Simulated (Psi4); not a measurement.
# PBE/cc-pCVQZ (density fitting, sweep point 7) run of H2SO2 (SMILES O=[SH2]=O)

What is the vertical ionisation energy of H2SO2 at PBE/cc-pCVQZ (density fitting, sweep point 7)? Input form: a Python script.

The calculation is run with Psi4 1.11.

## 1. The system as given

H2SO2 has 5 atoms, charge 0, and is taken as a singlet. As SMILES, `O=[SH2]=O`. The coordinates come from a GFN2-xTB relaxation.

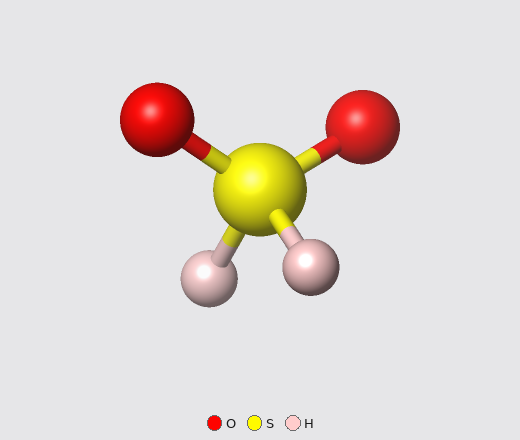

The structure, seen from a chosen angle (oxygen red, sulfur yellow, hydrogen pink).

## 2. The energy at PBE/cc-pCVQZ (density fitting, sweep point 7)

The input, calc.py:

```python
import psi4

psi4.set_memory('1600 MB')
psi4.set_num_threads(1)
psi4.set_output_file('output.dat', False)

m = psi4.geometry("""
0 1
O     -1.86400695     0.52122426     1.97183472
S      0.02537902    -0.02672073     0.13282885
O      2.39887503    -1.08901137     0.83291569
H     -1.05563881    -1.59147065    -1.70326685
H      0.49539170     2.18597849    -1.23431241
units au
symmetry c1
""")

psi4.set_options({
    'basis': 'cc-pCVQZ',
    'reference': 'rks',
    'puream': True,
    'scf_type': 'df',
    'dft_radial_points': 99,
    'dft_spherical_points': 590,
})

E = psi4.energy('PBE')
print('E =', round(E, 9))
```

Run with:

```bash
$ python calc.py
```

output.dat, cut to the lines that bear on the results:

```text
[...]
  Running in c1 symmetry.
[...]
  Nuclear repulsion =  128.453435959116547
[...]
  Multiplicity = 1
[...]
  Nalpha       = 17
  Nbeta        = 17
[...]
    Number of basis functions: 337
[...]
   @DF-RKS iter   1:  -549.24784798186568    5.68575e-01   2.97659e-03 DIIS/ADIIS
[...]
   @DF-RKS iter   8:  -549.57883094993099   -3.48306e-07   9.08080e-07 DIIS
[...]
    Orbital Energies [Eh]
    ---------------------
    Doubly Occupied:
       1A    -88.227500     2A    -18.768923     3A    -18.768804
       4A     -7.834415     5A     -5.854356     6A     -5.853931
       7A     -5.852863     8A     -1.048932     9A     -0.950602
      10A     -0.643660    11A     -0.512247    12A     -0.457133
      13A     -0.420590    14A     -0.325553    15A     -0.313990
      16A     -0.300307    17A     -0.286927
[...]
  @DF-RKS Final Energy:  -549.57883094993099
   => Energetics <=
    Nuclear Repulsion Energy =            128.4534359591165469
    One-Electron Energy =               -1012.4237409824341967
    Two-Electron Energy =                 377.7772813226351900
    DFT Exchange-Correlation Energy =     -43.3858072492485007
    Empirical Dispersion Energy =           0.0000000000000000
    VV10 Nonlocal Energy =                  0.0000000000000000
    Total Energy =                       -549.5788309499309889
[...]
 Multipole Moments:
 ------------------------------------------------------------------------------------
     Multipole            Electronic (a.u.)      Nuclear  (a.u.)        Total (a.u.)
 ------------------------------------------------------------------------------------
 L = 1.  Multiply by 2.5417464519 to convert [e a0] to [Debye]
 Dipole X            :          0.1932170           -0.4111230           -0.2179061
 Dipole Y            :         -0.2049492            0.4362153            0.2312661
 Dipole Z            :          1.0155311           -2.1556109           -1.1400798
 Magnitude           :                                                    1.1835324
[...]
```

The script printed:

```text
E = -549.57883095
```

Run time: 28 s. Hardware: 1 thread of Intel Xeon Platinum 8488C (Sapphire Rapids), shared host; peak memory 1.4 GiB.

## 3. The doublet cation at the same level

calc.py: that of step 2 with these lines changed.

```diff
@@ -4,6 +4,6 @@
 psi4.set_num_threads(1)
-psi4.set_output_file('output.dat', False)
+psi4.core.set_output_file('output.dat', False)
 
-m = psi4.geometry("""
-0 1
+geom = psi4.geometry("""
+1 2
 O     -1.86400695     0.52122426     1.97183472
@@ -19,3 +19,3 @@
     'basis': 'cc-pCVQZ',
-    'reference': 'rks',
+    'reference': 'uks',
     'puream': True,
@@ -24,5 +24,6 @@
     'dft_spherical_points': 590,
+    'maxiter': 150,
 })
 
-E = psi4.energy('PBE')
+E, wfn = psi4.energy("pbe", molecule=geom, return_wfn=True)
 print('E =', round(E, 9))
```

Run with:

```bash
$ python calc.py
```

output.dat, cut to the lines that bear on the results:

```text
[...]
  Running in c1 symmetry.
[...]
  Nuclear repulsion =  128.453435959116547
[...]
  Multiplicity = 2
[...]
  Nalpha       = 17
  Nbeta        = 16
[...]
    Number of basis functions: 337
[...]
   @DF-UKS iter   1:  -548.92602341898123    8.90399e-01   2.45335e-03 DIIS/ADIIS
[...]
   @DF-UKS iter   9:  -549.15364843469149   -9.92039e-07   5.72324e-07 DIIS
[...]
   @S^2 Observed:                7.537285721E-01
[...]
    Orbital Energies [Eh]
    ---------------------
    Alpha Occupied:
       1A    -88.523412     2A    -19.093602     3A    -19.093596
       4A     -8.134940     5A     -6.154569     6A     -6.154186
       7A     -6.152450     8A     -1.360363     9A     -1.264297
      10A     -0.951171    11A     -0.821138    12A     -0.752005
      13A     -0.713607    14A     -0.632637    15A     -0.621734
      16A     -0.604141    17A     -0.595751
    Alpha Virtual:
      18A     -0.313558    19A     -0.291446    20A     -0.271871
      21A     -0.268270    22A     -0.103896    23A     -0.101643
      24A     -0.066995    25A     -0.039743    26A     -0.039633
[...]
  @DF-UKS Final Energy:  -549.15364843469149
   => Energetics <=
    Nuclear Repulsion Energy =            128.4534359591165469
    One-Electron Energy =               -1002.1715263630908339
    Two-Electron Energy =                 367.5836820647340346
    DFT Exchange-Correlation Energy =     -43.0192400954512379
    Empirical Dispersion Energy =           0.0000000000000000
    VV10 Nonlocal Energy =                  0.0000000000000000
    Total Energy =                       -549.1536484346914904
[...]
 Multipole Moments:
 ------------------------------------------------------------------------------------
     Multipole            Electronic (a.u.)      Nuclear  (a.u.)        Total (a.u.)
 ------------------------------------------------------------------------------------
 L = 1.  Multiply by 2.5417464519 to convert [e a0] to [Debye]
 Dipole X            :          0.1069136           -0.4111230           -0.3042094
 Dipole Y            :         -0.1133080            0.4362153            0.3229073
 Dipole Z            :          0.5604321           -2.1556109           -1.5951788
 Magnitude           :                                                    1.6557197
[...]
```

The script printed:

```text
E = -549.153648435
```

It took 49 s on 1 thread of Intel Xeon Platinum 8488C (Sapphire Rapids), shared host; peak memory 1.4 GiB.

## 4. Results

At PBE/cc-pCVQZ (density fitting, sweep point 7):

| quantity | value |
| --- | --- |
| singlet H2SO2: total energy | -549.57883 Eh |
| singlet H2SO2: dipole moment | 3.01 D |
| singlet H2SO2: HOMO energy | -7.81 eV |
| singlet H2SO2: LUMO energy | -1.38 eV |
| singlet H2SO2: HOMO–LUMO gap | 6.43 eV |
| doublet cation: total energy | -549.15365 Eh |
| doublet cation: HOMO energy (highest over α and β) | -16.01 eV |
| doublet cation: LUMO energy (lowest over α and β) | -15.37 eV |
| doublet cation: ⟨S²⟩ | 0.754 |
| vertical ionisation energy (to the doublet cation) | 11.570 eV |

In words: Removing an electron at fixed nuclei costs 11.57 eV (1116 kJ/mol). The negative HOMO energy of the first species, 7.81 eV, lies 3.76 eV below that difference.
